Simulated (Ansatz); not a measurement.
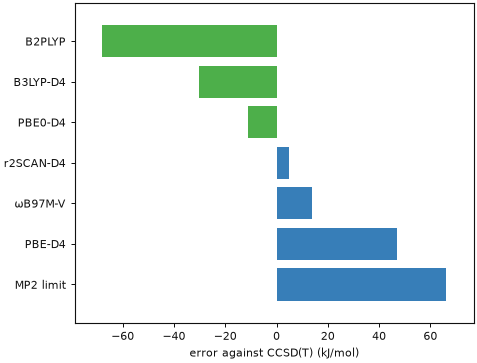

Error in the electronic atomisation energy (method less reference, so positive means overbinding) of CH₅ClOSSi, SMILES OC[Si@H](S)Cl: functionals in def2-TZVPP against frozen-core CCSD(T) at the limit (MP2 extrapolated from triple and quadruple zeta, plus CCSD(T) less MP2 in a smaller set), which gives 3440.8 kJ/mol, at a PBE0-D4/def2-TZVP geometry (no frequency check), no zero-point or spin-orbit term, the Ansatz code. The reference leaves out core correlation, a term that grows with the number of heavy atoms. B2PLYP holds a correlation term that converges slowly with the basis, so part of the distance to the limit is basis error. No dispersion term is added to B2PLYP. Limit means the basis limit.

**What range do the values span?**

From −68.1 kJ/mol (B2PLYP) to 66.2 kJ/mol (MP2 limit).

**Which of these levels overbind, and which underbind?**

Overbind: PBE-D4 and MP2 limit. Underbind: B2PLYP and B3LYP-D4. Within 25 kJ/mol of zero, too close to call in view of what the reference leaves out: PBE0-D4, r2SCAN-D4 and ωB97M-V.

Caveats, for all or some of the runs: one conformer of a flexible molecule.
